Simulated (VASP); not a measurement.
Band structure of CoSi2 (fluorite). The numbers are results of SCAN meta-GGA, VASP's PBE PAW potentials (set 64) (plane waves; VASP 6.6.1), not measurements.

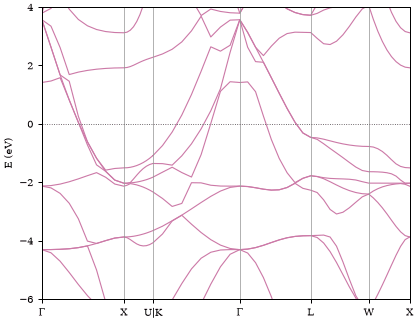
Fig. 1. Bands along high-symmetry lines, zero at the valence-band maximum or, without a gap, the Fermi level

Read the plot: is there a gap, and where are the band edges?

It has no gap at this level: it comes out as a metal or semimetal.

The compound is CoSi2 in the fluorite structure. It was relaxed first. The run is not spin-polarised, so no magnetic state was tried. The electron count is odd and the run is not spin-polarised, which forces a metal.
